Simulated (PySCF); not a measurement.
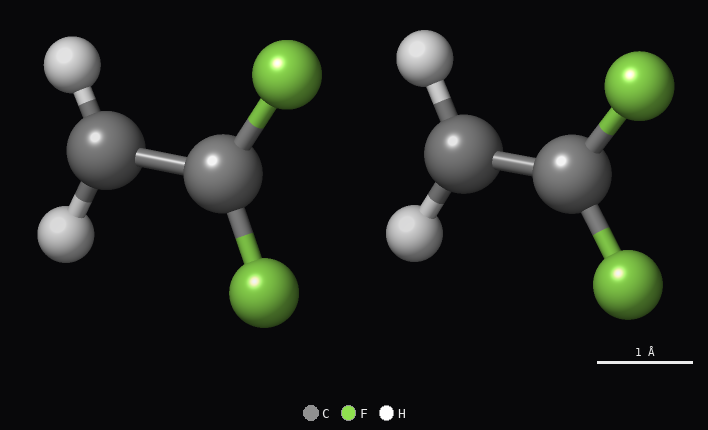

Two geometries of C$_{2}$H$_{2}$F$_{2}$, drawn at one scale. One is the start of a relaxation, the other its converged end. Style: ball-and-stick. Shown at a tilt.

Level of theory: PySCF 2.14.0, density-fitted response routines, PBE0-D3(BJ)/def2-SVP geometry optimisation, gas phase. 

Which geometry has the lower energy?

The right one is the relaxed one. The start comes from MMFF94s. Its atoms were then displaced at random by about 0.03 Å. The energy falls by 21.7 kcal/mol in 6 geometry steps. An F atom moves most after the best rigid fit: 0.15 Å. Largest moves by element: F 0.15 Å, H 0.07 Å, C 0.06 Å. Among the contacts that change: C–H 0.971 → 1.088 Å, C–C 1.417 → 1.324 Å, C–F 1.369 → 1.310 Å, C–F 1.326 → 1.311 Å. Bond angles that change, for instance: F–C–F 123.7° → 110.0°, C–C–F 117.0° → 125.0°, C–C–H 113.6° → 119.7°.
